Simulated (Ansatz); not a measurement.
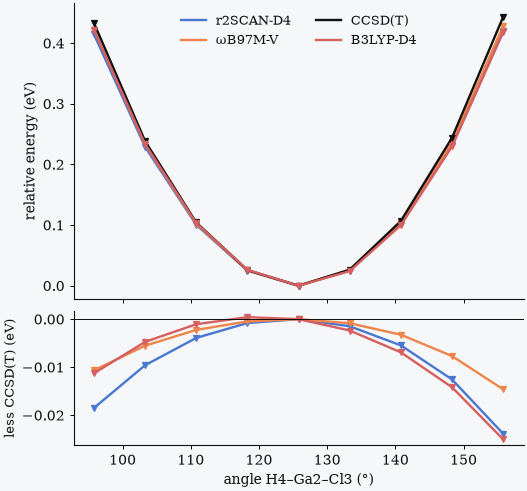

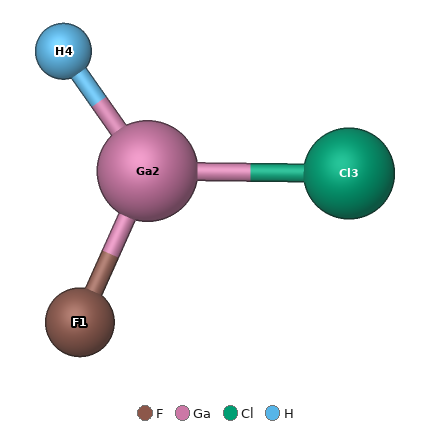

Rigid scan of the bend H4–Ga2–Cl3 in GaHClF, SMILES [F][GaH][Cl], singlet. The Ansatz code, def2-TZVPP, cores frozen in correlated methods. A bend is scanned from the minimum (PBE0-D4/def2-TZVP); energies less that of the minimum at the same level; the first-named atom and what hangs on it turn in the plane. On heavy atoms the filled d shell below the valence is correlated. Straight lines join the computed points.

Q: How far can the coupled-cluster curve be trusted along the scan?

A: The calculation's T1 diagnostic reaches at most 0.014 (at 156°), under the customary mark of 0.02, so it gives no sign of multireference character.

Q: Which curve follows CCSD(T) best, and which worst?

A: Best ωB97M-V, worst B3LYP-D4; largest departures: ωB97M-V 0.015, r2SCAN-D4 0.024, B3LYP-D4 0.025 eV. CCSD(T) is in the same finite basis, not at its limit.

Q: Give the values at the computed points.

A: In eV:
```
angle H4–Ga2–Cl3 (°)  r2SCAN-D4  ωB97M-V  CCSD(T)  B3LYP-D4
                  96      0.415    0.422    0.433     0.422
                 103      0.229    0.233    0.238     0.234
                 111      0.100    0.102    0.104     0.103
                 118      0.025    0.025    0.026     0.026
                 126      0.000    0.000    0.000     0.000
                 133      0.025    0.026    0.027     0.024
                 141      0.101    0.104    0.107     0.100
                 148      0.231    0.236    0.244     0.230
                 156      0.419    0.429    0.443     0.418
```

Known limits of this run: no scalar relativity up to krypton.
